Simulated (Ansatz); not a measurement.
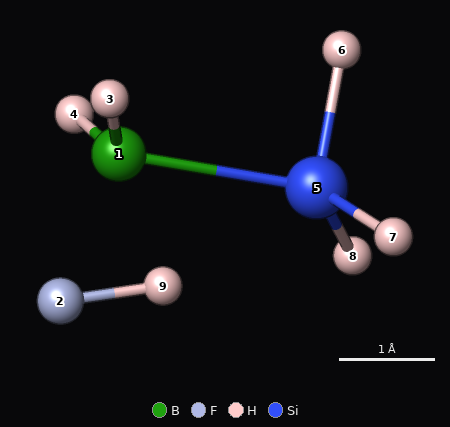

*The structure as given in the input (ball-and-stick view, seen at a tilt; atoms are numbered from 1 in the order of the input).*

Bond lengths as drawn: B–H 1.19 Å, B–Si 2.14 Å, F–H 1.11 Å and H–Si 1.48 Å.

# BSiH6F: frequency calculation

The run: frequency calculation of BSiH6F. Method and program: RKS B3LYP-D4/def2-TZVP (Ansatz 0.2.0).

It belongs to a series of runs on one base structure; here: vibrations at the highest image of the band. Figures and captions count atoms from 1; the log counts them from 0 in places.

## Input file
```yaml
crystal:
  periodic: [false, false, false]
  atoms:
    - { symbol: B, position_ang: [-0.122802, -0.275694, 0.119563] }
    - { symbol: F, position_ang: [0.309764, 0.625036, 1.472069] }
    - { symbol: H, position_ang: [0.689679, -0.070068, -0.720828] }
    - { symbol: H, position_ang: [-1.281597, -0.101499, -0.0688] }
    - { symbol: Si, position_ang: [0.130003, -2.295411, 0.782088] }
    - { symbol: H, position_ang: [-0.302415, -2.829997, -0.531589] }
    - { symbol: H, position_ang: [1.508207, -2.757366, 1.070437] }
    - { symbol: H, position_ang: [-0.781165, -2.794815, 1.838778] }
    - { symbol: H, position_ang: [0.334624, -0.484588, 1.495681] }
basis:
  gaussian: { orbitals: def2-TZVP }
hamiltonian:
  xc: b3lyp
  dispersion: d4
phonons: {}
```

Hardware: 4 threads of Arm Neoverse V1, 24 GiB of memory available, shared host.

Command:
```bash
ansatz run input.yaml --threads 4 --pin off --max-ram 5120MiB --backend cpu --events-out ev --progress --plain --runs-dir out
```

## Output
```
Engine: ansatz 0.2.0, aarch64-unknown-linux-gnu
Functional definition: B3LYP
  parameter a0 = 0.2
  parameter ax = 0.72
  parameter ac = 0.81
  exchange = (1 - a0 - ax)*slater_x + ax*b88_x + a0*exact_x
  correlation = (1 - ac)*vwn_rpa_c + ac*lyp_c
850 factors; their error is unknown
mean field evaluation 1: about -11367.3780 eV, gradient 2.9e1 eV
mean field evaluation 2: about -11367.4114 eV, gradient 3.2e1 eV
mean field evaluation 4: about -11369.3671 eV, gradient 2.4e0 eV
mean field evaluation 8: about -11369.3767 eV, gradient 7.3e-2 eV
mean field evaluation 16: about -11369.4062 eV, gradient 1.4e-5 eV
mean field -11369.40617703 eV, -417.8179705457 hartree, gradient 1.4e-5 eV, S^2 0.000000; 0 other end points of the search recorded, 0 dependent functions left out
the calculation of the forces begins
reference -11369.40643219 eV, -417.8179799224 hartree; 17, 17 occupied and 118, 118 virtual orbitals, 850 factors
these checks for a lower state are left out or cut short: stability, starts, cluster_reference, orbital_swaps, neighbouring_geometries, increment
850 factors; their error is unknown
mean field -11369.40605231 eV, -417.8179659620 hartree, gradient 7.5e-7 eV, S^2 0.000000; 0 other end points of the search recorded, 0 dependent functions left out
[... from here on the field's lines of each further geometry are left out, up to the last ...]
the calculation of the forces begins
reference -11369.40639266 eV, -417.8179784696 hartree; 17, 17 occupied and 118, 118 virtual orbitals, 850 factors
these checks for a lower state are left out or cut short: stability, starts, cluster_reference, orbital_swaps, neighbouring_geometries, increment
850 factors; their error is unknown
mean field -11369.40617876 eV, -417.8179706090 hartree, gradient 2.9e-6 eV, S^2 0.000000; 0 other end points of the search recorded, 0 dependent functions left out
the calculation of the forces begins
reference -11369.40643392 eV, -417.8179799862 hartree; 17, 17 occupied and 118, 118 virtual orbitals, 850 factors
WARN: phonons: modes at or below zero, which the zero-point energy, F, S and C_V leave out: 1, the lowest at -1098.43 cm⁻¹. A minimum has none, and a first-order saddle one
Total energy: -11369.60810902 eV, -417.8253914092 hartree
Atom 0 at    -0.122802    -0.275694     0.119563 Å, force    -0.000553     0.000435     0.000706 eV/Å
Atom 1 at     0.309764     0.625036     1.472069 Å, force    -0.000231    -0.000855    -0.000652 eV/Å
Atom 2 at     0.689679    -0.070068    -0.720828 Å, force     0.000044    -0.000191    -0.000216 eV/Å
Atom 3 at    -1.281597    -0.101499    -0.068800 Å, force     0.000073    -0.000068     0.000151 eV/Å
Atom 4 at     0.130003    -2.295411     0.782088 Å, force    -0.000023     0.000042     0.000074 eV/Å
Atom 5 at    -0.302415    -2.829997    -0.531589 Å, force     0.000216     0.000008    -0.000275 eV/Å
Atom 6 at     1.508207    -2.757366     1.070437 Å, force    -0.000076     0.000042     0.000248 eV/Å
Atom 7 at    -0.781165    -2.794815     1.838778 Å, force    -0.000234    -0.000021    -0.000233 eV/Å
Atom 8 at     0.334624    -0.484588     1.495681 Å, force     0.000783     0.000607     0.000197 eV/Å
Dipole moment:     0.029188    -0.225331     0.077416 e Å
Vibrations: -1098.43 133.38 316.84 332.86 437.68 535.60 594.93 667.98 793.29 861.26 893.79 940.73 957.79 1093.05 1157.67 2062.03 2220.63 2230.96 2233.81 2605.56 2707.73 cm⁻¹, zero-point energy 1.474021 eV
```

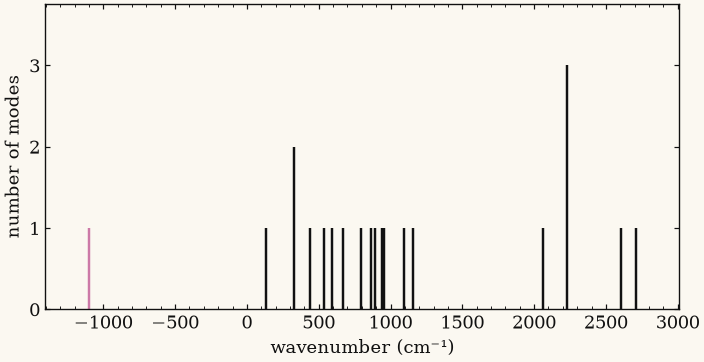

*Harmonic vibrational wavenumbers from the force constants; neighbouring modes closer than 17 cm⁻¹ are counted in one stick, and imaginary ones are drawn at negative wavenumbers.*

21 modes from 1098i to 2708 cm⁻¹, 1 imaginary beyond 8i (1098i cm⁻¹): a first-order saddle point, if the geometry is stationary.

## Key numbers

```tsv
quantity	value
outcome	converged
total energy	−11369.6081 eV
mean-field energy	−11369.4064 eV
largest force (length of the vector)	0.001 eV/Å
wall time	39 s (CPU time 2.4 min)
peak memory	0.23 GiB
```
